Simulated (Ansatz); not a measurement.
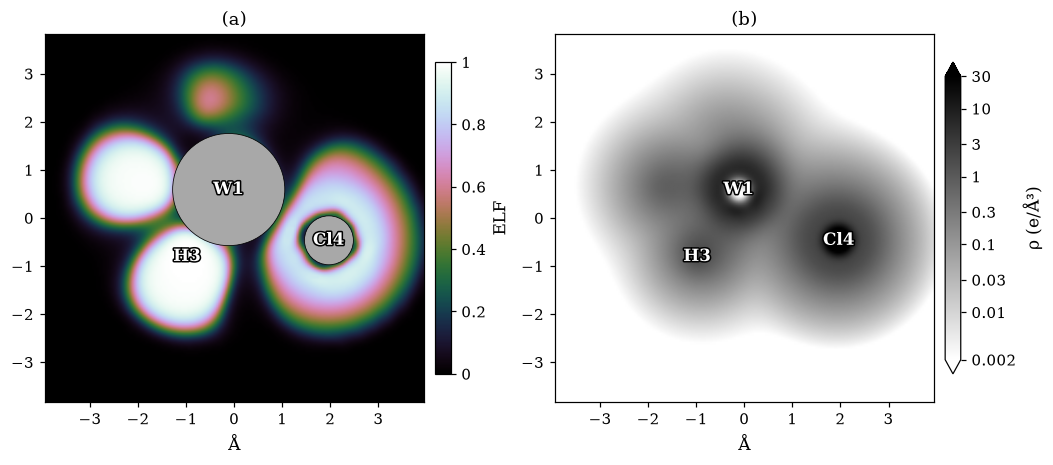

Figure 1: ClH5W. (a) ELF; (b) electron density on the plane of atoms H3, W1 and Cl4. Grey discs cover the atomic cores in the ELF map.

Core potentials replace the inner electrons of W.

All numbers below come from RHF/def2-SVP (Ansatz 0.2.0).

The calculation's input:

```
crystal:
  periodic: [false, false, false]
  atoms:
    - { symbol: W, position_ang: [0.007054, 0.450692, 0.007054] }
    - { symbol: H, position_ang: [0.220292, -0.258778, 1.533949] }
    - { symbol: H, position_ang: [1.533949, -0.258778, 0.220292] }
    - { symbol: Cl, position_ang: [0.049042, 2.809724, 0.049042] }
    - { symbol: H, position_ang: [-1.390764, -0.431669, 0.338945] }
    - { symbol: H, position_ang: [0.141182, -1.209523, 0.141182] }
    - { symbol: H, position_ang: [0.338945, -0.431669, -1.390764] }
basis:
  gaussian: { orbitals: def2-SVP }
hamiltonian:
  xc: hf
relax:
  f_tol: 0.03
  max_steps: 50
output:
  orbitals: {}
```

Command:

```sh
ansatz run input.yaml --threads 1 --pin off --max-ram 2048MiB --backend cpu --events-out ev --progress --plain --runs-dir out
```

The fields are those of the run's last geometry, not of the input's.

Describe what can be read from this map.

Answer. The section cuts through W, H and Cl sites.
W–Cl (2.34 Å): ρ is about 0.6 e/Å³ halfway; the ELF peaks at about 0.85 in the valence shell of Cl, 0.8 Å from its nucleus, and is about 0.30 at the midpoint.
W–H (1.64 Å): ρ is about 1.8 e/Å³ halfway; the ELF climbs to about 1 towards the hydrogen.
